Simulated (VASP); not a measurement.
Band structure of InSe (space group P-6m2). Computed with LDA (Ceperley-Alder, Perdew-Zunger), VASP's LDA PAW potentials (set 64) (plane waves; VASP).

Unless said otherwise, spin-orbit coupling is left out, though it shifts the bands of the heavy elements here.

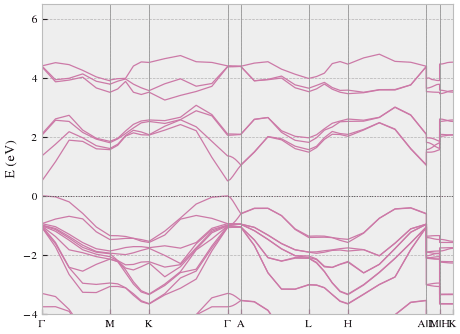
Fig. 1. Bands along high-symmetry lines, zero at the valence-band maximum or, without a gap, the Fermi level

### Question
Read the plot: is there a gap, and where are the band edges?

### Answer
The gap is direct, 0.51 eV, from the valence maximum at Γ to the conduction minimum at Γ.

The structure comes from a computed database's InSe entry (P-6m2); how it stands against other phases isn't given here. The cell was not relaxed at this level.
